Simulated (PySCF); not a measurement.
# OF (SMILES [O]F): U-wB97X/aug-cc-pVTZ

Aim: the vertical electron affinity of OF at U-wB97X/aug-cc-pVTZ, from 2 runs. The job is set up through a Python script.

Program for the calculation: PySCF 2.14.0.

1 further run of the same task is left out (set aside as unsound or not needed).

## Step 1: Starting point

OF: 2 atoms, total charge 0, spin state doublet. As SMILES, `[O]F`. The shape is that of a PBE0-D4/def2-TZVP optimisation.

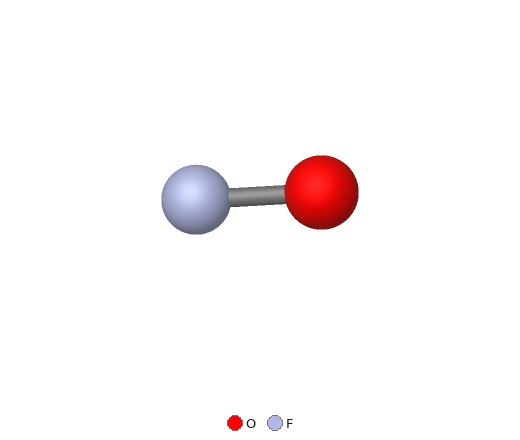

The structure, seen from a chosen angle (oxygen red, fluorine light blue).

## Step 2: A single-point energy at U-wB97X/aug-cc-pVTZ

calc.py

```python
from pyscf import gto, dft

mol = gto.Mole()
mol.atom = '''
O    0.000000   0.000000  -0.015950
F    0.000000   0.000000   1.314400
'''
mol.spin = 1
mol.basis = 'aug-cc-pvtz'
mol.max_memory = 1860
mol.verbose = 3
mol.build()

mf = dft.UKS(mol, xc='wb97x')
mf.grids.level = 5
mf.conv_tol = 1e-10
mf.kernel()
if not mf.converged:
    mf = mf.newton().run(mf.mo_coeff, mf.mo_occ)

energy = mf.e_tot
print('E = %.10f Eh' % energy)
```

Command:

```sh
$ OMP_NUM_THREADS=1 python calc.py
```

Log:

```text
WARN: HOMO -0.335391567793835 >= LUMO -0.335391567793833

converged SCF energy = -174.904236698838  <S^2> = 0.75383397  2S+1 = 2.0038303
E = -174.9042366988 Eh
```

It took 13 s on 1 thread of Arm Neoverse V2, shared host; peak memory 0.43 GiB.

## Step 3: The singlet anion at the same level

calc.py

```python
from pyscf import gto, dft

system = gto.M(
    atom=[
    ('O', (0.000000, 0.000000, -0.015950)),
    ('F', (-0.000000, -0.000000, 1.314400)),
],
    basis='aug-cc-pvtz',
    verbose=3,
    max_memory=1860,
    charge=-1,
)

ks = dft.RKS(system)
ks.xc = 'wb97x'
ks.grids.level = 5
ks.conv_tol = 1e-10
ks.kernel()
if not ks.converged:
    ks = ks.newton().run(ks.mo_coeff, ks.mo_occ)

e_final = ks.e_tot
print('E(%s) = %.9f' % ('WB97X', e_final))
```

Command:

```sh
$ OMP_NUM_THREADS=1 python calc.py
```

Log:

```text
converged SCF energy = -174.967452744518
E(WB97X) = -174.967452745
```

Wall time 8.1 s (1 thread of Arm Neoverse V2, shared host); peak memory 0.42 GiB.

## Step 4: What came out

At U-wB97X/aug-cc-pVTZ:

| quantity | value |
| --- | --- |
| doublet OF: total energy | -174.90424 Eh |
| doublet OF: dipole moment | 0.06 D |
| doublet OF: HOMO energy (highest over α and β) | -11.74 eV |
| doublet OF: LUMO energy (lowest over α and β) | -2.22 eV |
| doublet OF: ⟨S²⟩ | 0.754 |
| singlet anion: total energy | -174.96745 Eh |
| singlet anion: HOMO energy | -1.42 eV |
| singlet anion: LUMO energy | 7.84 eV |
| singlet anion: HOMO–LUMO gap (to an unbound level, set by the basis) | 9.26 eV |
| vertical electron affinity (to the singlet anion) | 1.720 eV |

In words: At fixed nuclei the extra electron is bound by 1.72 eV (166 kJ/mol).
